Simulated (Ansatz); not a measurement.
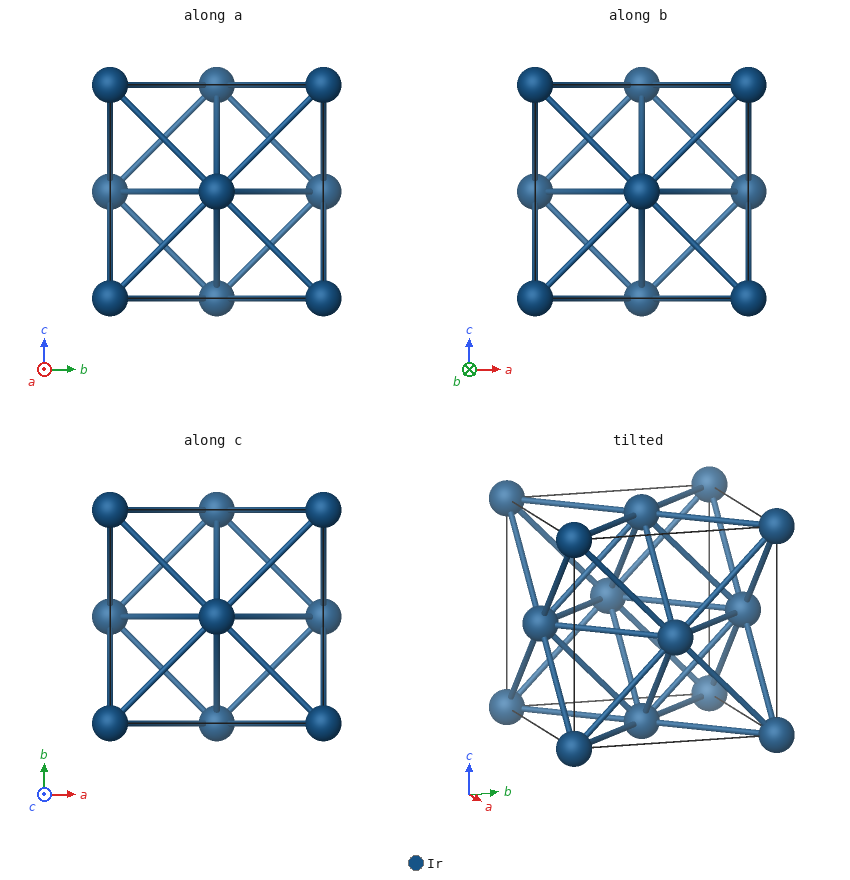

A ball-and-stick rendering, viewed along the a axis, along the b axis, along the c axis and slightly off an axis. Thin lines show the conventional unit cell, with boundary atoms drawn in all their periodic places.

Lattice parameters: a = 3.871 Å, b = 3.871 Å, c = 3.871 Å, α = 90.00°, β = 90.00°, γ = 90.00°.

Q: Express the structure as a table of Wyckoff sites.

A: Space group Fm-3m (No. 225).
```csv
atom,site,x,y,z
Ir,4a,0.0000,0.0000,0.0000
```

The structure comes from the standard structure of this element. Earlier steps of the study may have refined or changed the cell and positions. It was run through Ansatz as a DFT input.
